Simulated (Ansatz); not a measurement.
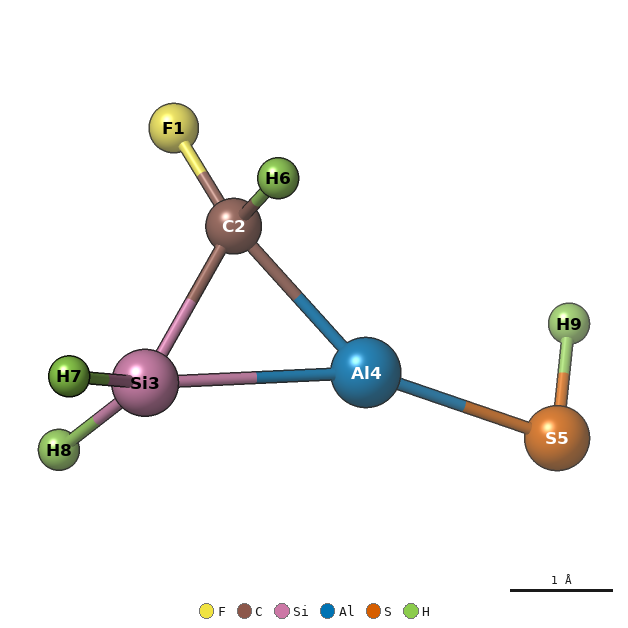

Orthographic view. Depth is shown by fading: the farther an atom, the more it takes the colour of the background. The computed structure is the end point of a PBE0-D4/def2-TZVP optimisation. No frequency run is at hand to confirm it as a minimum.

Give the geometry as a Z-matrix, atoms in numerical order, with these reference atoms: 2 to 1; 3 to 2, 1; 4 to 2, 1, 3; 5 to 4, 2, 1; 6 to 2, 1, 3; 7 to 3, 2, 6; 8 to 3, 7, 2; 9 to 5, 4, 2.

```
F  
C    1   1.373
Si   2   1.918   1   125.8
Al   2   1.954   1   139.7   3   110.7
S    4   2.175   2   146.4   1    39.9
H    2   1.113   1   109.1   3  -122.2
H    3   1.490   2   121.3   6    40.4
H    3   1.491   7   109.1   2  -130.9
H    5   1.346   4    92.2   2    -5.4
```
